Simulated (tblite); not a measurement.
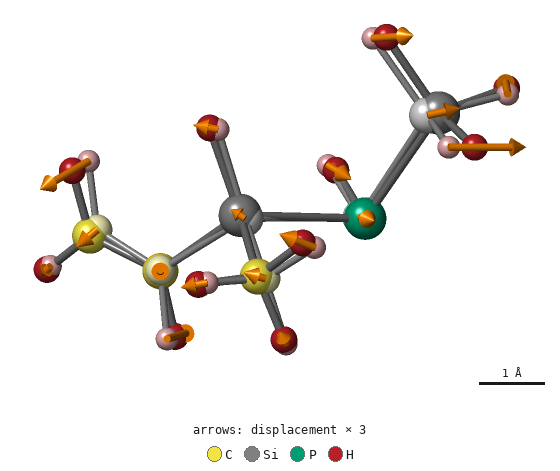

A relaxation of C$_{3}$H$_{11}$PSi$_{2}$. The starting structure is drawn faded, the final one solid; orange arrows show the displacements, 3 times their true length. The two geometries are superimposed by the best rigid fit.

The picture is a ball-and-stick view, seen from a free direction.

Computed with GFN2-xTB geometry optimisation, gas phase (tblite 0.8.0). 

Describe the change and its energy.

The largest move after the best rigid fit is that of an H atom, 0.42 Å. By element the largest moves are H 0.42 Å, Si 0.18 Å, P 0.16 Å, C 0.14 Å. Among the contacts that change: C–Si 1.860 → 1.903 Å, P–Si 2.210 → 2.251 Å, C–Si 1.847 → 1.887 Å, H–P 1.408 → 1.381 Å. Bond angles that change, for instance: Si–P–Si 95.6° → 102.4°, C–Si–P 110.8° → 106.9°, P–Si–H 109.9° → 113.7°. The energy falls by 3.22 kcal/mol in 105 geometry steps.
